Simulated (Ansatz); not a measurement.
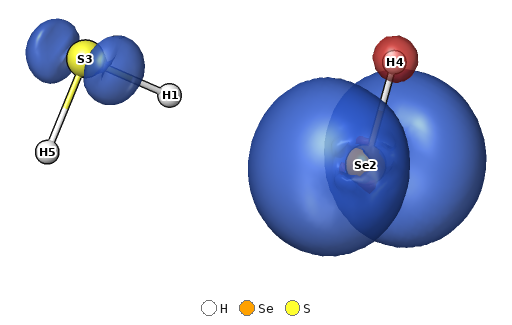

Figure 1: H2S···HSe (doublet). Isosurfaces of the spin density (α minus β) at +0.02 (blue) and −0.02 e/Å³ (red), seen across its widest extent.

The calculation used UKS PBE/def2-mTZVP (Ansatz).

```yaml
atoms:
  - { symbol: H, position_ang: [-0.0843, 0.4789, -0.5813] }
  - { symbol: Se, position_ang: [0.6674, -2.0849, 0.2874] }
  - { symbol: S, position_ang: [-0.5473, 1.7223, -0.2645] }
  - { symbol: H, position_ang: [1.8019, -1.4480, 1.0225] }
  - { symbol: H, position_ang: [-1.8376, 1.3316, -0.4642] }
```

### Which atoms carry the spin?

The unpaired spin (1 electron) lies mostly on Se2 (about 0.9), in electrons by Hirshfeld's partition.
